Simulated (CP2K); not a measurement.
# AM1 run of CH3ClOSn (SMILES [Cl][SnH]1[CH2][O]1)

What is the energy difference between two shapes of CH3ClOSn at AM1? 

The results are computed with CP2K 2026.2.

2 further runs of the same task are left out: 2 set aside as unsound or not needed.

### Step 1. Starting point

CH3ClOSn has 7 atoms, charge 0, and is taken as a singlet. SMILES: `[Cl][SnH]1[CH2][O]1`. Geometry: a rough force-field guess.

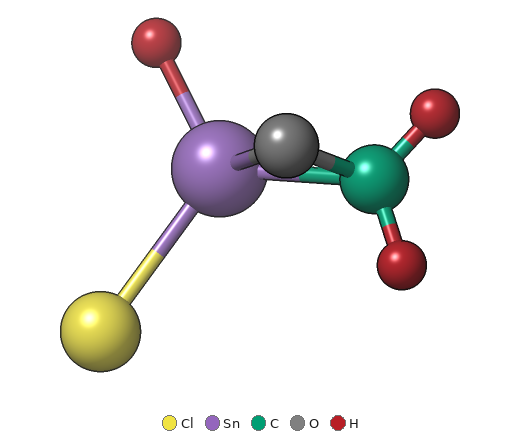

The structure, seen from a chosen angle (chlorine yellow, tin purple, carbon teal, oxygen grey, hydrogen red).

### Step 2. Energy and forces at AM1

gas.inp reads:

```
&FORCE_EVAL
 METHOD Quickstep
 &DFT
  &QS
   METHOD AM1
   EPS_DEFAULT 1.0E-10
   &SE
    &COULOMB
     CUTOFF [angstrom] 50
     RC_RANGE [angstrom] 0
    &END COULOMB
    &EXCHANGE
     CUTOFF [angstrom] 50
     RC_RANGE [angstrom] 0
    &END EXCHANGE
   &END SE
  &END QS
  &POISSON
   PERIODIC NONE
   POISSON_SOLVER ANALYTIC
  &END POISSON
  &SCF
   SCF_GUESS ATOMIC
   EPS_SCF 1.0E-07
   MAX_SCF 80
   ADDED_MOS 8
   &DIAGONALIZATION
    ALGORITHM STANDARD
   &END DIAGONALIZATION
   &MIXING
    METHOD DIRECT_P_MIXING
    ALPHA 0.4
   &END MIXING
  &END SCF
  &PRINT
   &MOMENTS
    PERIODIC F
    REFERENCE COM
    MAX_MOMENT 1
   &END MOMENTS
   &MO ON
    ENERGIES T
    OCCUPATION_NUMBERS T
    NDIGITS 6
    &EACH
     QS_SCF 0
    &END EACH
    ADD_LAST NUMERIC
   &END MO
   &HIRSHFELD OFF
   &END HIRSHFELD
  &END PRINT
 &END DFT
 &SUBSYS
  &CELL
   ABC 14.5 16.1 14.5
   PERIODIC NONE
  &END CELL
  &COORD
   Cl     1.219800    -2.348300    -1.176200
   Sn    -0.364700    -0.968500    -0.002400
   C     -0.075200     1.121400    -0.189100
   O      0.754200     0.590500     0.835500
   H     -1.252100    -1.709000     1.294400
   H      0.606000     1.467100    -1.013300
   H     -0.826700     1.778600     0.205400
  &END COORD
  &TOPOLOGY
   &CENTER_COORDINATES
   &END CENTER_COORDINATES
  &END TOPOLOGY
 &END SUBSYS
 &PRINT
  &FORCES ON
  &END FORCES
 &END PRINT
&END FORCE_EVAL
&GLOBAL
 PROJECT gas
 RUN_TYPE ENERGY_FORCE
 PRINT_LEVEL MEDIUM
&END GLOBAL
```

Started as:

```console
$ OMP_NUM_THREADS=1 cp2k.psmp gas.inp > gas.out
```

What it wrote:

```text
CP2K| version string:                                       CP2K version 2026.2
[...]
 GLOBAL| Method name                                                        CP2K
[...]
 GLOBAL| Run type                                                   ENERGY_FORCE
[...]
 *** WARNING in qs_environment.F:2210 :: More added MOs requested than     ***
 *** available. The full set of unoccupied MOs will be used. Use           ***
 *** 'ADDED_MOS -1' to always use all available MOs and to get rid of this ***
[...]
                             - Atoms:                                          7
[...]
                             - Spherical basis functions:                     19
[...]
 Number of electrons:                                                         24
[...]
     1 P_Mix/Diag. 0.40E+00    0.0     0.69688019       -30.5034575465 -3.05E+01
[...]
    26 DIIS/Diag.  0.91E-07    0.0     0.00000009       -34.7365133314 -1.78E-13
  *** SCF run converged in    26 steps ***
  Core-core repulsion energy [eV]:                           1209.51435647526432
  Core Hamiltonian energy [eV]:                             -1550.57861156481658
  Two-electron integral energy [eV]:                        -1208.32868601753694
  Electronic energy [eV]:                                   -2154.74295457358494
  Total energy [eV]:                                         -945.22859809832084
  Atomic reference energy [eV]:                               945.15107616664397
  Heat of formation [kcal/mol]:                                -1.78769835509292
[...]
 SE_DIPOLE| Moment [Debye]          3.68621401      -0.80113054       0.19975249
 SE_DIPOLE| Derivative [a.u.]       0.00000000       0.00000000       0.00000000
 ENERGY| Total FORCE_EVAL ( QS ) energy [hartree]            -34.736513331371029
 FORCES| Atomic forces [hartree/bohr]
 FORCES|   Atom     x               y               z               |f|
 FORCES|      1 -1.81671940E-02  1.56676414E-02  1.58068836E-02   2.87294186E-02
 FORCES|      2 -2.21422188E-02 -5.68436779E-02 -1.34453601E-02   6.24680661E-02
 FORCES|      3  6.55113981E-02 -1.96073412E-02  2.73788650E-02   7.36599848E-02
 FORCES|      4 -8.75973950E-03  3.90083447E-02 -1.10530690E-02   4.14795652E-02
 FORCES|      5  1.69606360E-02  8.76199265E-03 -1.86407845E-02   2.66817267E-02
 FORCES|      6 -1.49926216E-02 -2.34048567E-04 -1.45835892E-03   1.50652014E-02
 FORCES|      7 -1.84102602E-02  1.32470890E-02  1.41182399E-03   2.27247947E-02
 FORCES| Sum    -5.55111512E-17  1.94289029E-16  5.55111512E-16
 FORCES| Total atomic force                                       5.90744027E-16
[...]
```

It took 0.24 s on 1 thread of Arm Neoverse V2, shared host.

### Step 3. The distorted shape

run.inp reads:

```
&GLOBAL
    PROJECT run
    RUN_TYPE ENERGY_FORCE
    PRINT_LEVEL MEDIUM
&END GLOBAL

&FORCE_EVAL
    METHOD QUICKSTEP
    &DFT
        ! Quickstep
        &QS
            METHOD AM1
            EPS_DEFAULT 1.0E-10
            &SE
                &COULOMB
                    CUTOFF [angstrom] 50
                    RC_RANGE [angstrom] 0
                &END COULOMB
                &EXCHANGE
                    CUTOFF [angstrom] 50
                    RC_RANGE [angstrom] 0
                &END EXCHANGE
            &END SE
        &END QS
        ! no periodic images
        &POISSON
            PERIODIC NONE
            POISSON_SOLVER ANALYTIC
        &END POISSON
        &SCF
            SCF_GUESS ATOMIC
            EPS_SCF 1.0E-07
            MAX_SCF 80
            ADDED_MOS 8
            &DIAGONALIZATION
                ALGORITHM STANDARD
            &END DIAGONALIZATION
            &MIXING
                METHOD DIRECT_P_MIXING
                ALPHA 0.4
            &END MIXING
        &END SCF
        &PRINT
            &MOMENTS
                PERIODIC F
                REFERENCE COM
                MAX_MOMENT 1
            &END MOMENTS
            &MO ON
                ENERGIES T
                OCCUPATION_NUMBERS T
                NDIGITS 6
                &EACH
                    QS_SCF 0
                &END EACH
                ADD_LAST NUMERIC
            &END MO
            &HIRSHFELD OFF
            &END HIRSHFELD
        &END PRINT
    &END DFT
    ! atoms, cell and kinds
    &SUBSYS
        ! box in angstrom
        &CELL
            ABC 14.4 16.1 14.5
            PERIODIC NONE
        &END CELL
        &COORD
            Cl     1.187776    -2.257632    -1.177620
            Sn    -0.422418    -1.014532     0.037460
            C     -0.112558     1.140466    -0.141132
            O      0.788667     0.625075     0.837840
            H     -1.256734    -1.765930     1.343151
            H      0.580568     1.425036    -0.964579
            H     -0.822241     1.796350     0.142748
        &END COORD
        &TOPOLOGY
            &CENTER_COORDINATES
            &END CENTER_COORDINATES
        &END TOPOLOGY
    &END SUBSYS
    &PRINT
        &FORCES ON
        &END FORCES
    &END PRINT
&END FORCE_EVAL
```

Started as:

```console
$ OMP_NUM_THREADS=1 cp2k.psmp run.inp > run.out
```

What it wrote:

```text
CP2K| version string:                                       CP2K version 2026.2
[...]
 GLOBAL| Method name                                                        CP2K
[...]
 GLOBAL| Run type                                                   ENERGY_FORCE
[...]
 *** WARNING in qs_environment.F:2210 :: More added MOs requested than     ***
 *** available. The full set of unoccupied MOs will be used. Use           ***
 *** 'ADDED_MOS -1' to always use all available MOs and to get rid of this ***
[...]
                             - Atoms:                                          7
[...]
                             - Spherical basis functions:                     19
[...]
 Number of electrons:                                                         24
[...]
     1 P_Mix/Diag. 0.40E+00    0.0     0.70900324       -30.4943799248 -3.05E+01
[...]
    27 DIIS/Diag.  0.51E-07    0.0     0.00000007       -34.7345276481 -1.99E-13
  *** SCF run converged in    27 steps ***
  Core-core repulsion energy [eV]:                           1209.64770294405548
  Core Hamiltonian energy [eV]:                             -1549.34815968595649
  Two-electron integral energy [eV]:                        -1210.94821633301126
  Electronic energy [eV]:                                   -2154.82226785246212
  Total energy [eV]:                                         -945.17456490840686
  Atomic reference energy [eV]:                               945.15107616664397
  Heat of formation [kcal/mol]:                                -0.54166329584841
[...]
 SE_DIPOLE| Moment [Debye]          3.66398846      -0.80503208       0.07844819
 SE_DIPOLE| Derivative [a.u.]       0.00000000       0.00000000       0.00000000
 ENERGY| Total FORCE_EVAL ( QS ) energy [hartree]            -34.734527648092325
 FORCES| Atomic forces [hartree/bohr]
 FORCES|   Atom     x               y               z               |f|
 FORCES|      1 -1.29693819E-02  8.90078800E-03  1.35419917E-02   2.07560698E-02
 FORCES|      2 -1.39578493E-02 -2.08563821E-02 -8.10281459E-03   2.63716862E-02
 FORCES|      3  1.23393781E-01 -6.95753007E-02  2.33400018E-02   1.43567069E-01
 FORCES|      4 -4.49464017E-02  2.80326764E-02 -2.20561979E-02   5.73801868E-02
 FORCES|      5  1.75471619E-02  7.76364856E-03 -1.44048169E-02   2.39932466E-02
 FORCES|      6 -1.30214183E-02  2.77368158E-03 -1.67282761E-02   2.13795665E-02
 FORCES|      7 -5.60458914E-02  4.29608882E-02  2.44101122E-02   7.47170224E-02
 FORCES| Sum     1.94289029E-16  7.77156117E-16 -4.23272528E-16
 FORCES| Total atomic force                                       9.06024001E-16
[...]
```

Run time: 0.22 s. Hardware: 1 thread of Arm Neoverse V2, shared host.

### Step 4. Outcome

At AM1:

| quantity | value |
| --- | --- |
| first shape: total energy | -34.73651 Eh |
| first shape: dipole moment | 3.78 D |
| first shape: HOMO energy | -9.47 eV |
| first shape: LUMO energy | -2.29 eV |
| first shape: HOMO–LUMO gap | 7.17 eV |
| first shape: heat of formation at this unrelaxed shape | -1.8 kcal/mol |
| first shape: largest force on an atom | 3.788 eV/Å |
| distorted shape: total energy | -34.73453 Eh |
| distorted shape: dipole moment | 3.75 D |
| distorted shape: HOMO energy | -9.30 eV |
| distorted shape: LUMO energy | -2.23 eV |
| distorted shape: HOMO–LUMO gap | 7.07 eV |
| distorted shape: heat of formation at this unrelaxed shape | -0.5 kcal/mol |
| distorted shape: largest force on an atom | 7.383 eV/Å |
| energy change with the atoms displaced | 0.054 eV |

With the atoms displaced the energy rises by 0.05 eV (1.2 kcal/mol). The first shape isn't relaxed at this level, so the change isn't measured from a minimum. The largest force (first shape) is 3.79 eV/Å: the shape isn't a stationary point for this species at this level.
